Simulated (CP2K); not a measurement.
# quartet PO: levels of theory compared

Wanted: a comparison of 3 runs (UBLYP-D3(BJ)/DZVP-MOLOPT-SR-GTH, UPBE/DZVP-MOLOPT-SR-GTH, UPBE/cc-pVTZ) of quartet PO. 

Program for the calculation: CP2K 2026.2.

3 further runs of the same task are left out: 2 that didn't finish, 1 set aside as unsound or not needed.

## Step 1: The structure to begin with

The species is PO (2 atoms), meant as a quartet with charge 0. SMILES of the parent species: `O=[P]`. The shape is that of a PBE0-D4/def2-TZVP optimisation. That shape belongs to the parent species and isn't relaxed for this state.

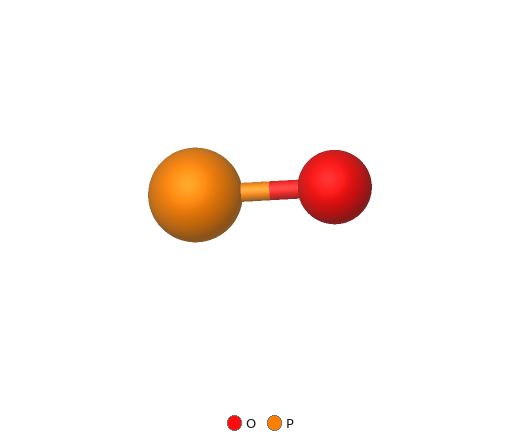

The structure, seen from a chosen angle (oxygen red, phosphorus orange).

## Step 2: A single-point energy at UBLYP-D3(BJ)/DZVP-MOLOPT-SR-GTH (core potential) (run 1)

Contents of job.inp:

```
&FORCE_EVAL
 METHOD Quickstep
 &DFT
  BASIS_SET_FILE_NAME BASIS_MOLOPT
  POTENTIAL_FILE_NAME GTH_POTENTIALS
  MULTIPLICITY 4
  UNRESTRICTED_KOHN_SHAM T
  &QS
   METHOD GPW
   EPS_DEFAULT 1.0E-10
  &END
  &MGRID
   CUTOFF 400
   REL_CUTOFF 50
   NGRIDS 4
  &END
  ! isolated system
  &POISSON
   PERIODIC NONE
   POISSON_SOLVER MULTIPOLE
  &END
  &SCF
   SCF_GUESS ATOMIC
   EPS_SCF 1.0E-06
   MAX_SCF 30
   &OT
    MINIMIZER DIIS
    PRECONDITIONER FULL_ALL
   &END
   &OUTER_SCF
    EPS_SCF 1.0E-06
    MAX_SCF 10
   &END
  &END
  &XC
   &XC_FUNCTIONAL BLYP
   &END
   &VDW_POTENTIAL
    POTENTIAL_TYPE PAIR_POTENTIAL
    &PAIR_POTENTIAL
     TYPE DFTD3(BJ)
     PARAMETER_FILE_NAME dftd3.dat
     REFERENCE_FUNCTIONAL BLYP
     R_CUTOFF 15
    &END
   &END
  &END
  &PRINT
   &MOMENTS
    PERIODIC F
    REFERENCE COM
    MAX_MOMENT 1
   &END
   &MO_CUBES
    NLUMO 5
    NHOMO -1
    WRITE_CUBE F
   &END
   &HIRSHFELD OFF
   &END
  &END
 &END
 ! structure
 &SUBSYS
  &CELL
   ABC 7 7 8.5
   PERIODIC NONE
  &END
  &COORD
   O      0.000000     0.000000    -0.009450
   P      0.000000     0.000000     1.464540
  &END
  &TOPOLOGY
   &CENTER_COORDINATES
   &END
  &END
  &KIND O
   BASIS_SET DZVP-MOLOPT-SR-GTH-q6
   POTENTIAL GTH-BLYP-q6
  &END
  &KIND P
   BASIS_SET DZVP-MOLOPT-SR-GTH-q5
   POTENTIAL GTH-BLYP-q5
  &END
 &END
&END
&GLOBAL
 PROJECT job
 RUN_TYPE ENERGY
 PRINT_LEVEL MEDIUM
&END
```

Started as:

```console
OMP_NUM_THREADS=1 cp2k.psmp -i job.inp -o job.out
```

The program printed:

```text
CP2K| version string:                                       CP2K version 2026.2
[...]
 GLOBAL| Method name                                                        CP2K
[...]
 GLOBAL| Run type                                                         ENERGY
[...]
 DFT| Spin unrestricted (spin-polarized) Kohn-Sham calculation               UKS
 DFT| Multiplicity                                                             4
[...]
 DFT| Charge                                                                   0
[...]
 FUNCTIONAL| BECKE88:
 FUNCTIONAL| LYP:
[...]
 QS| Method:                                                                 GPW
[...]
 QS| Density cutoff [a.u.]:                                                200.0
[...]
 QS| Relative density cutoff [a.u.]:                                        25.0
[...]
                             - Atoms:                                          2
[...]
                             - Spherical basis functions:                     26
[...]
 Number of electrons:                                                          7
[...]
     1 OT DIIS     0.15E+00    0.8     0.15637382       -21.5087712947 -2.15E+01
[...]
     8 OT DIIS     0.15E+00    0.8     0.00000048       -22.3658046324 -3.93E-10
  *** SCF run converged in     8 steps ***
[...]
  Overlap energy of the core charge distribution:               0.00000018617130
  Self energy of the core charge distribution:                -58.12052828340197
  Core Hamiltonian energy:                                     15.51093672541402
  Hartree energy:                                              25.33746893656459
  Exchange-correlation energy:                                 -5.09222928385730
  Dispersion energy:                                           -0.00145291329391
  Total energy:                                               -22.36580463240328
[...]
                     Mulliken Population Analysis
 #  Atom  Element  Kind  Atomic population (alpha,beta) Net charge  Spin moment
       1     O        1         3.493774     2.683451    -0.177225     0.810323
       2     P        2         3.506226     1.316549     0.177225     2.189677
 # Total charge and spin        7.000000     4.000000     0.000000     3.000000
[...]
  Dipole moment [Debye]
    X= -0.2693896E-06 Y=  0.3032573E-05 Z=  0.1416198E+01  Total=      1.4161978
[...]
 HOMO - LUMO gap [eV] :    0.758461
 ENERGY| Total FORCE_EVAL ( QS ) energy [hartree]            -22.365804632403279
[...]
```

Run time: 33 s. Hardware: 1 thread of Arm Neoverse V1, shared host; peak memory 0.56 GiB.

## Step 3: The energy at UPBE/DZVP-MOLOPT-SR-GTH (core potential) (run 2)

Contents of molecule.xyz:

```xyz
2

O      0.000000     0.000000    -0.009450
P      0.000000     0.000000     1.464540
```

Contents of molecule.inp:

```
&GLOBAL
    PROJECT_NAME molecule
    RUN_TYPE ENERGY
    PRINT_LEVEL MEDIUM
&END GLOBAL

&FORCE_EVAL
    METHOD Quickstep
    &DFT
        BASIS_SET_FILE_NAME BASIS_MOLOPT
        POTENTIAL_FILE_NAME GTH_POTENTIALS
        CHARGE 0
        MULTIPLICITY 4
        LSD T
        &QS
            METHOD GPW
            EPS_DEFAULT 1.0E-10
        &END QS
        &MGRID
            CUTOFF 400
            REL_CUTOFF 50
            NGRIDS 4
        &END MGRID
        &POISSON
            PERIODIC NONE
            POISSON_SOLVER MULTIPOLE
        &END POISSON
        &SCF
            SCF_GUESS ATOMIC
            EPS_SCF 1.0E-06
            MAX_SCF 30
            &OT ON
                MINIMIZER DIIS
                PRECONDITIONER FULL_SINGLE_INVERSE
            &END OT
            &OUTER_SCF
                EPS_SCF 1.0E-06
                MAX_SCF 8
            &END OUTER_SCF
        &END SCF
        # exchange and correlation
        &XC
            &XC_FUNCTIONAL PBE
            &END XC_FUNCTIONAL
        &END XC
        &PRINT
            &MOMENTS
                PERIODIC F
                REFERENCE COM
                MAX_MOMENT 1
            &END MOMENTS
            &MO_CUBES
                NLUMO 5
                NHOMO -1
                WRITE_CUBE F
            &END MO_CUBES
            &HIRSHFELD OFF
            &END HIRSHFELD
        &END PRINT
    &END DFT
    # atoms, cell and kinds
    &SUBSYS
        &CELL
            ABC [angstrom] 7 7 8.5
            PERIODIC NONE
        &END CELL
        &TOPOLOGY
            COORD_FILE_NAME molecule.xyz
            COORD_FILE_FORMAT XYZ
            &CENTER_COORDINATES
            &END CENTER_COORDINATES
        &END TOPOLOGY
        &KIND O
            BASIS_SET DZVP-MOLOPT-SR-GTH-q6
            POTENTIAL GTH-PBE-q6
        &END KIND
        &KIND P
            BASIS_SET DZVP-MOLOPT-SR-GTH-q5
            POTENTIAL GTH-PBE-q5
        &END KIND
    &END SUBSYS
&END FORCE_EVAL
```

Started as:

```console
OMP_NUM_THREADS=1 cp2k.psmp -i molecule.inp -o molecule.out
```

The program printed:

```text
CP2K| version string:                                       CP2K version 2026.2
[...]
 GLOBAL| Method name                                                        CP2K
[...]
 GLOBAL| Run type                                                         ENERGY
[...]
 DFT| Spin unrestricted (spin-polarized) Kohn-Sham calculation               UKS
 DFT| Multiplicity                                                             4
[...]
 DFT| Charge                                                                   0
[...]
 FUNCTIONAL| PBE:
 QS| Method:                                                                 GPW
[...]
 QS| Density cutoff [a.u.]:                                                200.0
[...]
 QS| Relative density cutoff [a.u.]:                                        25.0
[...]
                             - Atoms:                                          2
[...]
                             - Spherical basis functions:                     26
[...]
 Number of electrons:                                                          7
[...]
     1 OT DIIS     0.80E-01    0.9     0.12620397       -21.5373294161 -2.15E+01
[...]
    16 OT DIIS     0.80E-01    0.9     0.00000059       -22.4021595926 -9.74E-11
  *** SCF run converged in    16 steps ***
[...]
  Overlap energy of the core charge distribution:               0.00000019318889
  Self energy of the core charge distribution:                -57.92706706585226
  Core Hamiltonian energy:                                     15.44865450840516
  Hartree energy:                                              25.20374313154375
  Exchange-correlation energy:                                 -5.12749035986075
  Total energy:                                               -22.40215959257521
[...]
                     Mulliken Population Analysis
 #  Atom  Element  Kind  Atomic population (alpha,beta) Net charge  Spin moment
       1     O        1         3.476280     2.702389    -0.178669     0.773891
       2     P        2         3.523720     1.297611     0.178669     2.226109
 # Total charge and spin        7.000000     4.000000    -0.000000     3.000000
[...]
  Dipole moment [Debye]
    X= -0.1197196E-04 Y=  0.1731151E-04 Z=  0.1550251E+01  Total=      1.5502514
[...]
 HOMO - LUMO gap [eV] :    0.910274
 ENERGY| Total FORCE_EVAL ( QS ) energy [hartree]            -22.402159592575206
[...]
```

Run time: 44 s. Hardware: 1 thread of Arm Neoverse V1, shared host; peak memory 0.53 GiB.

## Step 4: The energy at UPBE/cc-pVTZ (run 3)

molecule.xyz is that of step 3.

Contents of job.inp:

```
&GLOBAL
   PROJECT job
   RUN_TYPE ENERGY
   PRINT_LEVEL MEDIUM
&END GLOBAL
&FORCE_EVAL
   METHOD Quickstep
   &DFT
      BASIS_SET_FILE_NAME ./cc_pvtz.basis
      POTENTIAL_FILE_NAME POTENTIAL
      CHARGE 0
      MULTIPLICITY 4
      UKS T
      &QS
         METHOD GAPW
         EPS_DEFAULT 1.0E-10
      &END QS
      &MGRID
         CUTOFF 280
         REL_CUTOFF 50
         NGRIDS 4
      &END MGRID
      &POISSON
         PERIODIC NONE
         POISSON_SOLVER MULTIPOLE
      &END POISSON
      &SCF
         SCF_GUESS ATOMIC
         EPS_SCF 1.0E-06
         MAX_SCF 50
         &OT ON
            MINIMIZER DIIS
            PRECONDITIONER FULL_ALL
         &END OT
         &OUTER_SCF
            EPS_SCF 1.0E-06
            MAX_SCF 10
         &END OUTER_SCF
      &END SCF
      &XC
         &XC_FUNCTIONAL
            &GGA_X_PBE
            &END GGA_X_PBE
            &GGA_C_PBE
            &END GGA_C_PBE
         &END XC_FUNCTIONAL
      &END XC
      &PRINT
         &MOMENTS
            PERIODIC F
            REFERENCE COM
            MAX_MOMENT 1
         &END MOMENTS
         &MO_CUBES
            NLUMO 5
            NHOMO -1
            WRITE_CUBE F
         &END MO_CUBES
         &LOWDIN ON
         &END LOWDIN
         &HIRSHFELD OFF
         &END HIRSHFELD
      &END PRINT
   &END DFT
   &SUBSYS
      &CELL
         ABC [angstrom] 7 7 8.5
         PERIODIC NONE
      &END CELL
      &TOPOLOGY
         COORD_FILE_NAME molecule.xyz
         COORD_FILE_FORMAT XYZ
         &CENTER_COORDINATES
         &END CENTER_COORDINATES
      &END TOPOLOGY
      &KIND O
         BASIS_SET cc-pVTZ
         POTENTIAL ALL
         LEBEDEV_GRID 194
         RADIAL_GRID 100
      &END KIND
      &KIND P
         BASIS_SET cc-pVTZ
         POTENTIAL ALL
         LEBEDEV_GRID 194
         RADIAL_GRID 100
      &END KIND
   &END SUBSYS
&END FORCE_EVAL
```

Started as:

```console
OMP_NUM_THREADS=1 cp2k.psmp -i job.inp > job.out 2>&1
```

The program printed:

```text
CP2K| version string:                                       CP2K version 2026.2
[...]
 GLOBAL| Method name                                                        CP2K
[...]
 GLOBAL| Run type                                                         ENERGY
[...]
 DFT| Spin unrestricted (spin-polarized) Kohn-Sham calculation               UKS
 DFT| Multiplicity                                                             4
[...]
 DFT| Charge                                                                   0
[...]
 FUNCTIONAL| GGA_X_PBE:
[...]
 FUNCTIONAL| GGA_C_PBE:
[...]
 QS| Method:                                                                GAPW
[...]
 QS| Density cutoff [a.u.]:                                                140.0
[...]
 QS| Relative density cutoff [a.u.]:                                        25.0
[...]
                             - Atoms:                                          2
[...]
                             - Spherical basis functions:                     64
[...]
 Number of electrons:                                                         13
[...]
     1 OT DIIS     0.15E+00    1.0     0.42903816      -379.7527276345 -3.80E+02
[...]
    24 OT DIIS     0.15E+00    1.0     0.00000055      -416.1984145586 -6.19E-09
  *** SCF run converged in    24 steps ***
[...]
  Overlap energy of the core charge distribution:               0.00000085409744
  Self energy of the core charge distribution:               -220.51786010954896
  Core Hamiltonian energy:                                   -199.98142003803895
  Hartree energy:                                              34.39541492948909
  Exchange-correlation energy:                                 -6.16393011786854
[...]
                     Mulliken Population Analysis
 #  Atom  Element  Kind  Atomic population (alpha,beta) Net charge  Spin moment
       1     O        1         4.523303     3.721672    -0.244974     0.801631
       2     P        2         8.476697     6.278328     0.244974     2.198369
 # Total charge and spin       13.000000    10.000000     0.000000     3.000000
[...]
  Dipole moment [Debye]
    X=  0.5186076E-04 Y=  0.1680495E-03 Z=  0.1394180E+01  Total=      1.3941796
[...]
 WARNING : did not converge in ot_eigensolver
 number of iterations          299  exceeded maximum
 current gradient / target gradient   8.2700186608863490E-004  /    1.0000000000000001E-005
[...]
 HOMO - LUMO gap [eV] :    0.716031
 ENERGY| Total FORCE_EVAL ( QS ) energy [hartree]           -416.198414558597733
[...]
```

It took 77 s on 1 thread of Arm Neoverse V1, shared host; peak memory 0.37 GiB.

## Step 5: All runs side by side

```tsv
run	level	core potential	ot preconditioner	energy (Eh)	dipole moment (D)	HOMO energy (eV)	⟨S²⟩	wall time
1	UBLYP-D3(BJ)/DZVP-MOLOPT-SR-GTH (core potential)	GTH-BLYP	FULL_ALL	-22.365805	1.42	-4.76	3.756	33 s
2	UPBE/DZVP-MOLOPT-SR-GTH (core potential)	GTH-PBE	FULL_SINGLE_INVERSE	-22.402160	1.55	-5.02	3.756	44 s
3	UPBE/cc-pVTZ	none	FULL_ALL	-416.198415	1.39	-4.91	3.755	77 s
```

## Step 6: Outcome

| quantity | value |
| --- | --- |
| run 3: total energy | -416.19841 Eh |
| run 3: dipole moment | 1.39 D |
| run 3: HOMO energy (highest over α and β) | -4.91 eV |
| run 3: ⟨S²⟩ | 3.755 |

The dipole moment (its size) runs from 1.39 D (UPBE/cc-pVTZ) to 1.55 D (UPBE/DZVP-MOLOPT-SR-GTH). The two ends differ in basis and core potential. Totals of different functionals can't be ranked against each other. Some runs of one species differ in core potentials or relativity; totals across that change don't compare. All runs together took 2.6 min, the longest 77 s.
